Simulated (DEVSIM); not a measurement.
Device: abrupt In0.53Ga0.47As n-p junction, at 300 K.

| layer (left to right) | material | thickness (μm) | Nd (cm⁻³) | Na (cm⁻³) | τn (s) | τp (s) |
|---|---|---|---|---|---|---|
| 1 | In0.53Ga0.47As | 97.0 | 1.3e15 | - | 9.1e-10 | 9.1e-10 |
| 2 | In0.53Ga0.47As | 210 | - | 8.5e16 | 9.1e-11 | 9.1e-10 |

Left contact: ohmic. Right contact: ohmic. Voltage is applied to the left contact. Recombination: SRH at mid-gap, radiative, Auger. Mobility is μmin + (μ − μmin)/(1 + (N/Nref)^α).

This is a model device: material constants are rounded textbook-type values typed into the input, and sizes, dopings and lifetimes were drawn at random. Values at 300 K.

```tsv
parameter	In0.53Ga0.47As
gap (eV)	0.74
affinity (eV)	4.51
permittivity	13.9
Nc (cm⁻³)	2.1e17
Nv (cm⁻³)	7.7e18
μn (cm²/Vs)	12000
μp (cm²/Vs)	300
μn,min	300
μp,min	10
Nref,n	1.3e17
Nref,p	4.9e17
αn	0.48
αp	0.4
B (cm³/s)	9.6e-11
Cn (cm⁶/s)	5e-29
Cp (cm⁶/s)	5e-29
```

Simulated with DEVSIM: 1D drift-diffusion, Boltzmann statistics, complete ionisation; no tunnelling, impact ionisation, image-force lowering or self-heating.

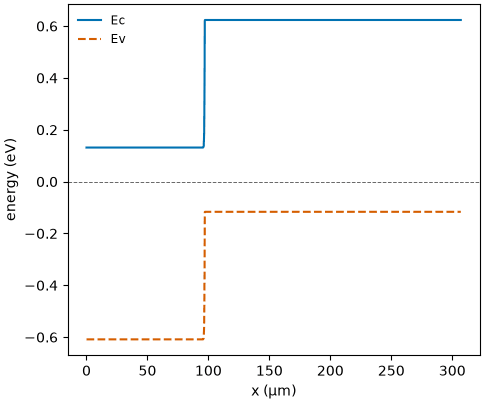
Fig. 1. Band edges at zero bias

Energies count from the Fermi level of the right contact; mesh points crowd at the junctions.

| x (μm) | Ec (eV) | Ev (eV) | n (cm⁻³) | p (cm⁻³) | field (V/cm) |
|---|---|---|---|---|---|
| 0.000 | 0.131 | -0.609 | 1.3e15 | 4.6e8 | ≈ 0 |
| 0.07213 | 0.131 | -0.609 | 1.3e15 | 4.6e8 | ≈ 0 |
| 0.3609 | 0.131 | -0.609 | 1.3e15 | 4.6e8 | ≈ 0 |
| 1.581 | 0.131 | -0.609 | 1.3e15 | 4.6e8 | ≈ 0 |
| 10.04 | 0.131 | -0.609 | 1.3e15 | 4.6e8 | ≈ 0 |
| 40.29 | 0.131 | -0.609 | 1.3e15 | 4.6e8 | ≈ 0 |
| 82.16 | 0.131 | -0.609 | 1.3e15 | 4.6e8 | ≈ 0 |
| 94.75 | 0.131 | -0.609 | 1.3e15 | 4.6e8 | ≈ 0 |
| 96.46 | 0.178 | -0.562 | 2.1e14 | 2.8e9 | 2900 |
| 96.88 | 0.451 | -0.289 | 5.7e9 | 1.1e14 | 10000 |
| 96.99 | 0.575 | -0.165 | 4.6e7 | 1.3e16 | 15000 |
| 97.08 | 0.623 | -0.117 | 7100000 | 8.4e16 | 140 |
| 97.39 | 0.624 | -0.117 | 7000000 | 8.5e16 | ≈ 0 |
| 98.65 | 0.624 | -0.117 | 7000000 | 8.5e16 | ≈ 0 |
| 107.9 | 0.624 | -0.117 | 7000000 | 8.5e16 | ≈ 0 |
| 140.8 | 0.624 | -0.117 | 7000000 | 8.5e16 | ≈ 0 |
| 242.7 | 0.624 | -0.117 | 7000000 | 8.5e16 | ≈ 0 |
| 291.6 | 0.624 | -0.117 | 7000000 | 8.5e16 | ≈ 0 |
| 304.6 | 0.624 | -0.117 | 7000000 | 8.5e16 | ≈ 0 |
| 306.4 | 0.624 | -0.117 | 7000000 | 8.5e16 | ≈ 0 |
| 306.9 | 0.624 | -0.117 | 7000000 | 8.5e16 | ≈ 0 |
| 307.0 | 0.624 | -0.117 | 7000000 | 8.5e16 | ≈ 0 |
